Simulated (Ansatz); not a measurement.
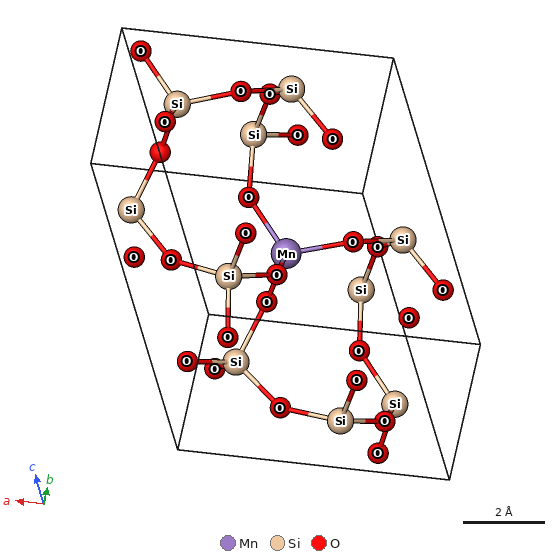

Ball-and-stick drawing of the structure, looking from a general direction. Lines trace the edges of the supercell. The host is SiO₂, in a cell of 27 sites, and the cell carries a charge of +1.

### Identify the point defect.

Manganese on a silicon site (a substitutional impurity). It is bonded to four O in a tetrahedral arrangement at about 1.7 Å.

Run with DFT PBE, scalar-relativistic, plane waves, PAW (Ansatz) and these settings: a cutoff energy of 420 eV, k-point mesh 2×2×2, Gaussian smearing of 0.01 eV, collinear spins.

### Does the calculation give a net moment?

Yes, 2.0 μB in the cell.

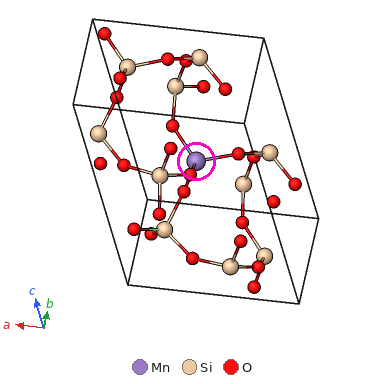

The same cell with a ring at the defect's site.

The atoms were relaxed in the host's cell with Ansatz 0.2.0, DFT PBE, scalar-relativistic, plane waves, PAW.
